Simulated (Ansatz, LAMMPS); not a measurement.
# Static equation of state of glassy 64SiO2-28Al2O3-4SrO-4Li2O (mol %) (88 atoms)

Density of this cell: 2.64 g/cm³. The cell holds 88 atoms: 16 Si, 14 Al, 1 Sr, 2 Li and 55 O. Cell: a = 10.082 Å, b = 10.519 Å, c = 10.746 Å, α = 86.2°, β = 91.5°, γ = 90.3°. The starting structure: 88 atoms (16 Si, 14 Al, 1 Sr, 2 Li, 55 O) placed at random at 2.58 g/cm³, melted at 4000 K for 10 ps at fixed volume with the Morse and Coulomb pair potential with partial charges (Pedone, Malavasi, Menziani, Cormack and Segre, J. Phys. Chem. B 110, 11780 (2006)). Quenched from 4000 K to 300 K at 200 K/ps and fixed volume, held 10 ps at zero pressure.

Calculated with Ansatz 0.2.0: Kohn-Sham DFT, PBE, PAW (set soft_2), plane waves; cutoff 420 eV, Γ point, fermi-dirac smearing of 0.05 eV. Cell and atoms were relaxed first, to V0 = 12.917 Å³ an atom at a residual P0 = 0.010 GPa. The cell was then scaled evenly, and the atoms were relaxed at each volume.

| volume (Å³/atom) | pressure (GPa) |
| --- | --- |
| 11.625 | ? |
| 12.142 | 4.369 |
| 12.529 | 2.175 |
| 13.305 | -1.954 |
| 13.692 | -3.038 |

**Question.** Fit the third-order Birch–Murnaghan equation to the rows given and extrapolate to the withheld row.

**Working.**

Take the Eulerian strain f = ½[(V0/V)^(2/3) − 1] and the normalised pressure F = (P − P0) / [3f(1 + 2f)^(5/2)]. The third-order Birch–Murnaghan equation is then the line F = B0 + (3/2)B0(B′ − 4) f, so u = f and v = F.

```
      u = f  v = F (GPa)
  0.0210562      62.2398
  0.0102569      66.8721
-0.00975676      70.5031
 -0.0190507      58.7858
```

With n = 4: mean u = 6.2641e-4, mean v = 64.6002, Σ(u − ū)² = 0.0010051, Σ(u − ū)(v − v̄) = 0.026777. Slope b = 0.026777 / 0.0010051 = 26.640; intercept a = v̄ − b ū = 64.583.

So B0 = a = 64.6 GPa and B′ = 4 + 2b/(3a) = 4.27. At the withheld volume f = 0.03638, F = a + b f = 65.55 GPa, and P = P0 + 3f(1 + 2f)^(5/2) F.

Prediction at 11.625: 8.539 GPa. The run gave 6.181 GPa, so the fit is high by 2.4 GPa (38 % of the value).

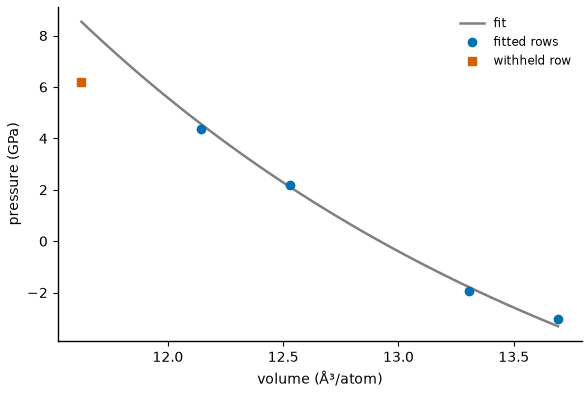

The fit, the rows that it rests on and the withheld row.

The series isn't one smooth equation of state: even a line fitted to all rows, the withheld one included, misses F by up to 15.2 %, the count of bonds changes along the series and an atom moves over 0.5 Å in some relaxation. B0 and B′ are then only the numbers of this fit, not moduli of the material. Among the rows given, the largest miss of the fit is at 13.692, by 0.27 GPa (3.0 % of the range of the table).

Limits: Static cells at zero temperature; the cell shape is held. The program notes that the SCF threshold of these relaxations is loose for the stress. The quench rate of 200 K/ps is many orders above laboratory rates, so the cell is likely richer in defects and strain than a real sample. The network of bonds at the start is that of the classical potential that made the cell, and needn't be the one that DFT or experiment would give. Only the Γ point is sampled, in a cell whose shortest periodic width is 10 Å.

[Logs are printed without paths, hosts, clocks, repeated set-up lines and the standing remarks that a program may print on its own settings, such as how far it seeks lower states.]

[Hosts, paths, dates, database ids (printed as entryN), source tags and the programs' standing remarks are cut or masked in the printed files.]
